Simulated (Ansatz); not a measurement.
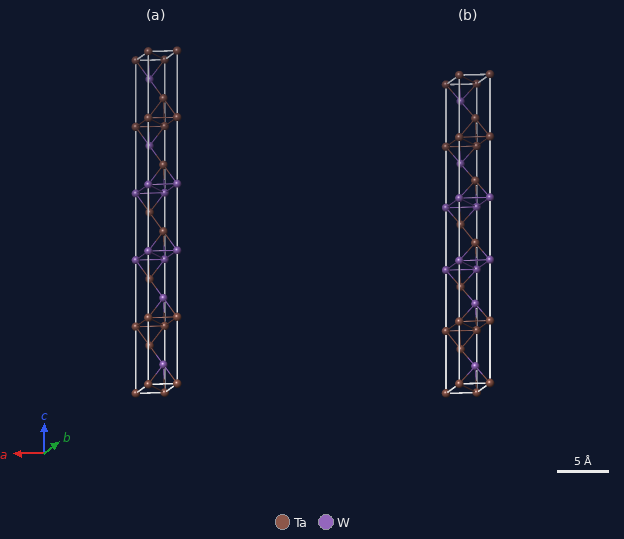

The structure of a crystal of Ta3W2 (a generated structure, set up in R-3m) (coarse preliminary run) before (left) and after (right) a relaxation, at one scale.

A ball-and-stick model of the conventional cell (3 times the calculation's cell), seen from a free direction. Lengths and directions refer to the drawn axes.

All numbers below come from DFT PBE, scalar-relativistic, plane waves, PAW in Ansatz 0.2.0.

The input:
```yaml
crystal:
  lattice:
    - [1.44270241, 0.83294463, 11.77961587]
    - [-1.44270241, 0.83294463, 11.77961587]
    - [0.0, -1.66588925, 11.77961587]
  atoms:
    - { symbol: Ta, position: [0.2, 0.2, 0.2] }
    - { symbol: Ta, position: [0.8, 0.8, 0.8] }
    - { symbol: Ta, position: [0.0, 0.0, 0.0] }
    - { symbol: W, position: [0.4, 0.4, 0.4] }
    - { symbol: W, position: [0.6, 0.6, 0.6] }
basis:
  ecutwfc: 420
kpoints:
  mp_grid: { grid: [6, 6, 6] }
hamiltonian:
  xc: pbe
scf:
  occupations: { method: gaussian, width: 0.1 }
  lower_state_search: "off"
output:
  forces: true
  stress: true
  eigenvalues: true
relax:
  adjacent_minimum: "off"
  f_tol: 0.04
  max_steps: 70
  cell: { stress_tol: 0.4 }
```

Launched with:
```bash
ansatz run input.yaml --threads 4 --pin off --max-ram 8192MiB --backend cpu --events-out ev --progress --plain --runs-dir out
```

### Describe what moved and what it gained.

The largest moves relative to the cell, 0.055 Å, are those of Ta1 and Ta2. Ta2 goes along −c. By element the largest moves are Ta 0.055 Å, W 0.037 Å. The volume changes by +4.8 %, with a = b 2.885 → 3.067 Å (+6.3 %), c 35.339 → 32.774 Å (−7.3 %). Near-neighbour distances that change, for instance: Ta1–Ta1 2.885 → 3.067 Å, W4–W4 2.885 → 3.067 Å, Ta3–W4 2.885 → 2.784 Å, Ta1–W5 2.885 → 2.798 Å. The space group stays R-3m (No. 166). The energy falls by 0.441 eV per cell of the calculation in 10 accepted moves (12 points after the start). Largest force component: 0.51 eV/Å at the start, 0.0091 eV/Å at the end. The pressure goes from 11.27 to −0.05 GPa. The line search rejected the trial step at point 1 of the run. At 1 point the geometry stayed and the basis and grid were re-selected for the new cell (energy shift of 3.8 meV per cell of the calculation at most each time).
